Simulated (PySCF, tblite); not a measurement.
**C₆H₉BP radical: geometry, infrared bands and EPR parameters**

What infrared bands and EPR parameters should C₆H₉BP radical (`[H]/[C]=C\B(P)C1=CCC1`) show?

Computed with tblite 0.8.0 and PySCF 2.14.0, with density-fitted response routines of our own, on a single molecule in the gas phase. Atoms count from 0, in the outputs and in this text.

### Step 1. The starting structure

17 atoms, charge 0, multiplicity 2; geometry from: force field or distance geometry start.

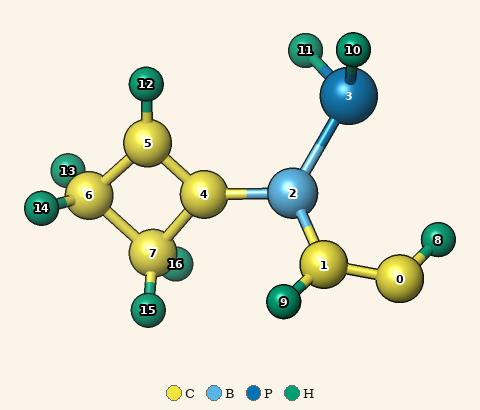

As it starts; carbon yellow, boron blue, phosphorus blue, hydrogen teal, atoms numbered; sticks join atoms by distance.

### Step 2. Optimising the geometry with GFN2-xTB

The job: settings as JSON, then the geometry in Å.

```
{"job": {"kind": "relax", "xc": "GFN2-xTB", "basis": "xTB"}, "charge": 0, "multiplicity": 2}
C     -3.072200    -1.423800     0.279300
C     -1.807000    -1.322800    -0.072500
B     -1.086500     0.030500     0.220100
P     -1.932600     1.760600     0.090500
C      0.467200    -0.006300     0.319900
C      1.410000     0.697400    -0.260600
C      2.486700    -0.050600     0.431400
C      1.422100    -0.841000     1.082300
H     -3.581800    -0.557000     0.740900
H     -1.264200    -2.150000    -0.512100
H     -2.224500     2.158300    -1.256000
H     -0.989600     2.729900     0.654900
H      1.377900     1.525500    -0.964200
H      3.043700     0.608100     1.144000
H      3.133200    -0.541500    -0.308700
H      1.370600    -1.928800     0.884500
H      1.239900    -0.676600     2.165800
```

Launch:

```console
OMP_NUM_THREADS=1 python probes_run.py task.json out
```

This one command runs all jobs of the session in turn.

The log of the run:

```text
step      E/eV     max force
  0    -569.93304    3.429
  1    -570.21189    2.448
  2    -570.36949    1.118
  3    -570.60262    1.659
  4    -570.74680    1.456
  5    -570.80093    0.552
  6    -570.81851    0.385
  7    -570.83160    0.429
  8    -570.84157    0.258
  9    -570.85008    0.161
 10    -570.85566    0.196
 11    -570.86052    0.210
 12    -570.86566    0.174
 13    -570.87036    0.160
 14    -570.87481    0.194
 15    -570.87863    0.177
 16    -570.88147    0.152
 17    -570.88367    0.144
 18    -570.88594    0.136
 19    -570.88874    0.171
 20    -570.89189    0.170
 21    -570.89445    0.114
 22    -570.89611    0.088
 23    -570.89736    0.089
 24    -570.89866    0.097
 25    -570.90049    0.114
 26    -570.90319    0.131
 27    -570.90687    0.175
 28    -570.91085    0.161
 29    -570.91398    0.125
 30    -570.91639    0.131
 31    -570.91918    0.141
 32    -570.92271    0.164
 33    -570.92670    0.160
 34    -570.93095    0.163
 35    -570.93581    0.194
 36    -570.94140    0.198
 37    -570.94691    0.271
 38    -570.94530    0.341
 39    -570.95522    0.200
 40    -570.95835    0.186
 41    -570.96340    0.138
 42    -570.96654    0.158
 43    -570.96987    0.135
 44    -570.97210    0.155
 45    -570.97272    0.192
 46    -570.97553    0.107
 47    -570.97703    0.089
 48    -570.97906    0.079
 49    -570.98000    0.124
 50    -570.98152    0.127
 51    -570.98276    0.078
 52    -570.98404    0.076
 53    -570.98537    0.116
 54    -570.98714    0.125
 55    -570.98868    0.140
 56    -570.98963    0.074
 57    -570.99035    0.073
 58    -570.99087    0.077
 59    -570.99181    0.085
 60    -570.99245    0.076
 61    -570.99316    0.080
 62    -570.99371    0.078
 63    -570.99444    0.075
 64    -570.99524    0.083
 65    -570.99601    0.069
 66    -570.99665    0.069
 67    -570.99723    0.064
 68    -570.99781    0.062
 69    -570.99835    0.062
 70    -570.99879    0.058
 71    -570.99920    0.045
 72    -570.99962    0.049
 73    -570.99995    0.035
 74    -571.00018    0.044
 75    -571.00038    0.050
 76    -571.00067    0.054
 77    -571.00117    0.087
 78    -571.00187    0.099
 79    -571.00254    0.075
 80    -571.00307    0.073
 81    -571.00353    0.059
 82    -571.00414    0.096
 83    -571.00504    0.120
 84    -571.00598    0.097
 85    -571.00662    0.056
 86    -571.00702    0.053
 87    -571.00735    0.052
 88    -571.00769    0.050
 89    -571.00805    0.062
 90    -571.00850    0.073
 91    -571.00911    0.069
 92    -571.01010    0.092
 93    -571.01080    0.074
 94    -571.01160    0.061
 95    -571.01232    0.070
 96    -571.01309    0.077
 97    -571.01380    0.073
 98    -571.01442    0.072
 99    -571.01497    0.073
100    -571.01550    0.084
101    -571.01620    0.081
102    -571.01704    0.036
103    -571.01725    0.028
104    -571.01735    0.026
105    -571.01744    0.021
106    -571.01755    0.033
107    -571.01769    0.033
108    -571.01784    0.027
109    -571.01800    0.031
110    -571.01818    0.045
111    -571.01838    0.034
112    -571.01860    0.053
113    -571.01887    0.042
114    -571.01915    0.040
115    -571.01947    0.052
116    -571.01984    0.033
117    -571.02009    0.034
118    -571.02022    0.035
119    -571.02034    0.033
120    -571.02046    0.021
121    -571.02055    0.021
122    -571.02059    0.012
123    -571.02060    0.011
124    -571.02062    0.009
```

It took 0.84 s on 1 thread of Arm Neoverse V2, shared host; peak memory 0.18 GiB.

The steps of the relaxation: (not every step is listed)

```csv
step,energy from step 0 (eV),largest force (eV/Å)
0,0.0000,3.4291
1,-0.2789,2.4475
2,-0.4365,1.1182
3,-0.6696,1.6595
4,-0.8138,1.4556
5,-0.8679,0.5516
6,-0.8855,0.3850
7,-0.8986,0.4291
8,-0.9085,0.2580
19,-0.9557,0.1710
30,-0.9833,0.1314
41,-1.0304,0.1381
52,-1.0510,0.0764
63,-1.0614,0.0751
74,-1.0671,0.0442
85,-1.0736,0.0560
96,-1.0801,0.0769
107,-1.0847,0.0326
118,-1.0872,0.0347
119,-1.0873,0.0328
120,-1.0874,0.0210
121,-1.0875,0.0206
122,-1.0875,0.0116
123,-1.0876,0.0114
124,-1.0876,0.0094
```

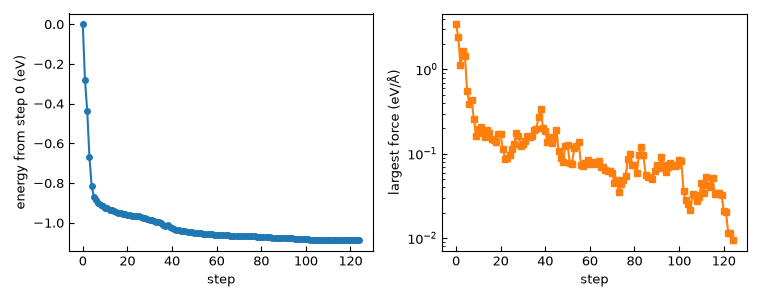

Energy and force, step by step.

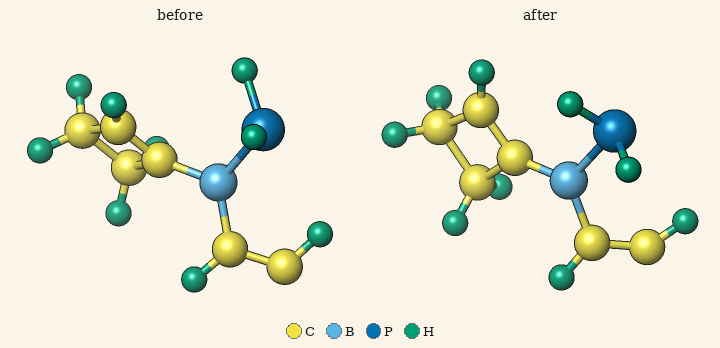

The geometry before (left) and after (right).

Distances of close pairs at the start and the end, largest changes first:

```csv
bond,before (Å),after (Å),change (Å)
P3–H11,1.465,1.382,-0.083
C6–C7,1.477,1.547,+0.070
P3–H10,1.434,1.385,-0.049
C4–C7,1.480,1.521,+0.041
C4–C5,1.312,1.352,+0.040
C0–H8,1.106,1.069,-0.038
B2–P3,1.930,1.893,-0.038
C6–H13,1.119,1.090,-0.029
```

The next job starts from the end point, and lists it.

### Step 3. Harmonic vibrations with GFN2-xTB

The job: settings as JSON, then the geometry in Å.

```
{"job": {"kind": "ir", "xc": "GFN2-xTB", "basis": "xTB"}, "charge": 0, "multiplicity": 2}
C     -2.937433    -1.111179     0.810653
C     -1.862504    -1.154529     0.093432
B     -1.021605     0.171711     0.008296
P     -1.911416     1.836313    -0.131431
C      0.478082     0.093490     0.291486
C      1.504956     0.969142     0.217115
C      2.551347    -0.012954     0.633990
C      1.397501    -1.040385     0.718525
H     -3.571122    -0.354040     1.219725
H     -1.430527    -2.088852    -0.242085
H     -2.797663     1.533989    -1.151544
H     -1.009765     2.482186    -0.956648
H      1.575701     2.007652    -0.058415
H      3.045075     0.210691     1.579347
H      3.311284    -0.230236    -0.116490
H      1.468489    -1.864136     0.010319
H      1.202603    -1.436832     1.713277
```

The log of the run:

```text
mode    cm-1     km/mol
  1      36.9      2.07
  2      44.6      0.32
  3     105.2      0.08
  4     132.9      0.58
  5     147.8      0.96
  6     182.7      6.55
  7     235.8     11.27
  8     299.3      8.82
  9     336.7      3.24
 10     449.1     26.91
 11     471.2     18.47
 12     559.1     51.70
 13     659.6     78.43
 14     706.9    144.79
 15     711.5     11.13
 16     724.0    121.25
 17     822.1     24.78
 18     829.5     10.42
 19     911.4     33.91
 20     934.8     24.87
 21     984.3      8.71
 22     993.1      1.01
 23     995.2     13.99
 24    1037.8      3.72
 25    1051.7     25.82
 26    1123.0     45.48
 27    1126.4      4.58
 28    1138.9      3.72
 29    1162.0     11.82
 30    1207.6      1.46
 31    1239.7      2.54
 32    1256.7      4.55
 33    1441.5      3.72
 34    1459.0      4.67
 35    1579.9     52.56
 36    1673.0     51.00
 37    2298.5    110.98
 38    2388.4    114.27
 39    2972.3      8.35
 40    2993.1     59.02
 41    2999.1     46.34
 42    3004.0     22.65
 43    3008.8     49.49
 44    3096.1     41.96
 45    3146.7     18.47
```

It took 0.55 s on 1 thread of Arm Neoverse V2, shared host; peak memory 0.18 GiB.

Which atoms move in the most intense modes:

```csv
cm⁻¹,km/mol,atoms
559,51.7,"H8 37 %, C1 28 %, C0 14 %, H9 12 %"
660,78.4,"H10 33 %, H11 21 %, B2 16 %, H8 12 %"
707,144.8,"H8 31 %, H12 21 %"
724,121.2,"H8 30 %, H11 16 %, H12 12 %"
1580,52.6,"C4 50 %, C5 37 %"
2298,111.0,"H10 60 %, H11 38 %"
2388,114.3,"H11 59 %, H10 37 %"
2993,59.0,"H13 51 %, H14 43 %"
```

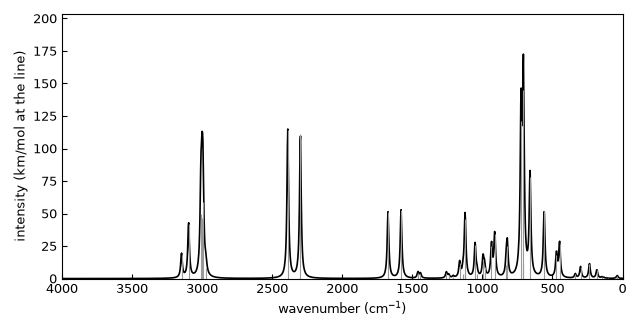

The infrared spectrum from these modes, unscaled. Lines are broadened to a width of 14 cm⁻¹ (Lorentzian).

### Step 4. EPR parameters: B3LYP/pcH-1

The job, as its differences from that of step 3:

```diff
@@ -1,2 +1,2 @@
-{"job": {"kind": "ir", "xc": "GFN2-xTB", "basis": "xTB"}, "charge": 0, "multiplicity": 2}
+{"job": {"kind": "epr", "basis": "pcH-1"}, "charge": 0, "multiplicity": 2}
 C     -2.937433    -1.111179     0.810653
```

Method: UKS B3LYP, pcH-1 on B C H P, non-relativistic, mean-field spin-orbit, GIAO.

The log of the run:

```text
UKS, coarse grid
  cycle   1  E = -600.07055656  |g| = 3.46e-01
  cycle   2  E = -600.02318575  |g| = 4.51e-01
  cycle   3  E = -600.12767733  |g| = 1.24e-01
  cycle   4  E = -600.13484605  |g| = 5.14e-02
  cycle   5  E = -600.13626687  |g| = 1.17e-02
  cycle   6  E = -600.13636191  |g| = 5.94e-03
  cycle   7  E = -600.13639407  |g| = 2.87e-03
  cycle   8  E = -600.13640388  |g| = 1.75e-03
  cycle   9  E = -600.13640908  |g| = 6.71e-04
UKS, final grid
  cycle   1  E = -600.13637531  |g| = 7.46e-04
  cycle   2  E = -600.13637521  |g| = 1.12e-03
  cycle   3  E = -600.13637586  |g| = 2.01e-04
  cycle   4  E = -600.13637592  |g| = 1.60e-04
  cycle   5  E = -600.13637598  |g| = 7.83e-05
  cycle   6  E = -600.13637599  |g| = 2.53e-05
E = -600.13637599 Eh   <S^2> = 0.7584 (exact 0.7500)
g shifts (ppm)      1          2          3
  rmc          -147       -147       -147
  gc             28          1        -45
  oz_so        -960          3        741
  total       -1079       -143        549
hyperfine (MHz)  atom isotope    a_iso     a_fc   dipolar eigenvalues
    0   13C     281.21     281.36    -78.47    -59.13    137.60
    1   13C     -32.29     -32.27    -19.97     -0.04     20.01
    2   11B      78.77      78.77     -7.69     -6.02     13.71
    3   31P      43.21      43.25     -4.47     -1.92      6.39
    4   13C       2.26       2.26     -1.27     -0.69      1.96
    5   13C       4.01       4.01     -1.55     -0.58      2.14
    6   13C       0.90       0.90     -0.22     -0.12      0.35
    7   13C      -0.20      -0.20     -0.27     -0.10      0.37
    8    1H      53.28      53.28    -30.99     -6.79     37.78
    9    1H     139.55     139.56     -7.10     -5.57     12.66
   10    1H       3.41       3.41     -1.75     -1.65      3.41
   11    1H       2.58       2.58     -1.05     -0.67      1.71
   12    1H      -0.37      -0.37     -0.64     -0.48      1.12
   13    1H      -0.92      -0.92     -0.39     -0.31      0.70
   14    1H       1.51       1.51     -0.33     -0.29      0.62
   15    1H       0.14       0.14     -0.88     -0.75      1.63
   16    1H      -0.04      -0.04     -0.91     -0.78      1.69
```

Wall time 91 s (1 thread of Arm Neoverse V2, shared host); peak memory 0.96 GiB.

Principal g values 2.00124, 2.00218, 2.00287; g(iso) = 2.00210, against 2.00232 for a free electron.

Mean a(iso) over the nuclei that a row names, and the largest dipolar term of the row (other rows stand at the frozen geometry):

```csv
nuclei,isotope,a(iso) (MHz),"a(iso) (G, at g = 2.0023)",largest dipolar term (MHz)
C0,13C,281.2,100.3,137.6
H9,1H,139.5,49.8,12.7
B2,11B,78.8,28.1,13.7
H8,1H,53.3,19.0,37.8
P3,31P,43.2,15.4,6.4
C1,13C,-32.3,-11.5,20.0
C5,13C,4.0,1.4,2.1
"H10, H11",1H,3.0,1.1,3.4
C4,13C,2.3,0.8,2.0
C6,13C,0.9,0.3,0.3
H12,1H,-0.4,-0.1,1.1
"H13, H14",1H,0.3,0.1,0.7
C7,13C,-0.2,-0.1,0.4
"H15, H16",1H,0.0,0.0,1.7
```

Mulliken spin populations:

C0 0.97; C1 -0.13; B2 0.08; P3 0.01; C4 0.00; C5 0.00; C6 0.00; C7 0.00; H8 0.01; H9 0.06; H10 0.00; H11 0.00; H12 0.00; H13 0.00; H14 0.00; H15 0.00; H16 0.00

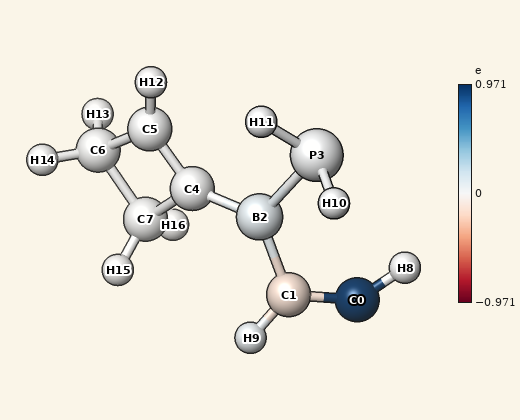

Mulliken spin populations, as colours on the atoms.

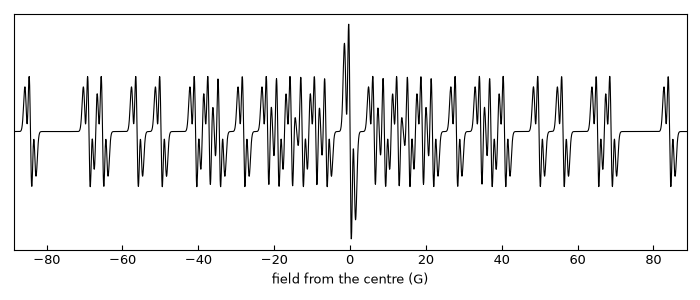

First-order isotropic spectrum (first derivative, main isotopes with spin only, couplings over 0.8 MHz, Gaussian width 0.4 G; couplings of the frozen geometry, rotation of groups not averaged beyond the rows shown).

Orbitals, density, ELF and potential are computed afterwards from the orbital file.

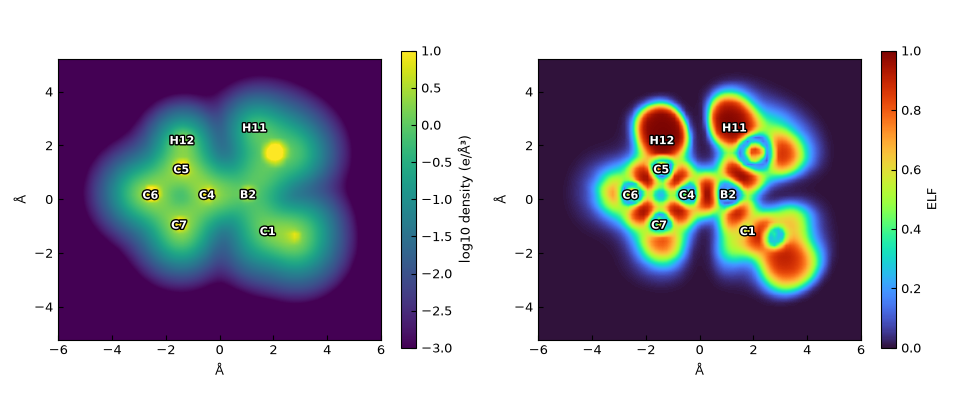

Density (left) and ELF (right) in a plane through or near 8 of the atoms.

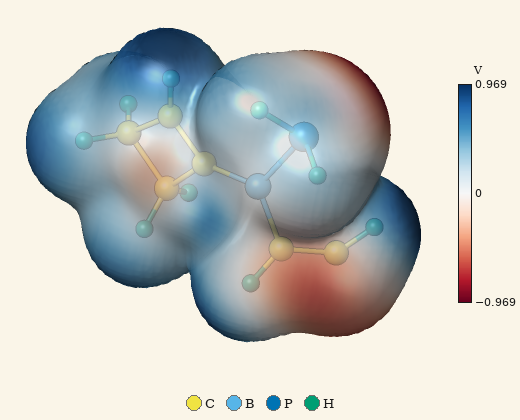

The potential that a unit positive charge feels on the 0.002 e/bohr³ surface, from -0.87 V near P3 to 0.97 V near H12.

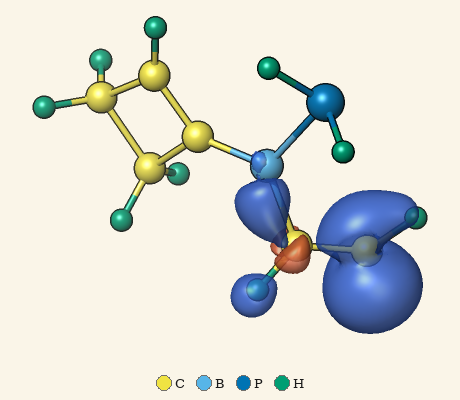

Spin density at ±0.04 e/Å³ (alpha excess blue, beta excess red).

### Step 5. Outcome

| quantity | value |
| --- | --- |
| strongest single infrared mode (GFN2-xTB) | 707 cm⁻¹, 145 km/mol |
| zero-point energy (GFN2-xTB) | 78.2 kcal/mol |
| g(iso) (B3LYP) | 2.00210 |
| ⟨S²⟩ | 0.758 (exact 0.75) |
| largest a(iso) (averaged by class) | 13C on C0, 281.2 MHz |
| surface potential, least and greatest | -0.87 V and 0.97 V |

**Reading.** Relaxing lowered the energy by 1.088 eV in 124 steps; the close pair that moved most is P3–H11, from 1.465 to 1.382 Å. All 45 modes are real, so the xTB geometry is a minimum. The strongest single mode, at 707 cm⁻¹, is spread over many atoms; the largest shares are those of H8, H12. GFN2-xTB is a fitted tight-binding method: band positions and strengths are rough. Its intensities can rank the bands wrongly. C0 carries the largest spin population, 0.97 e. The isotropic g lies 0.2 ppt below the free-electron value.
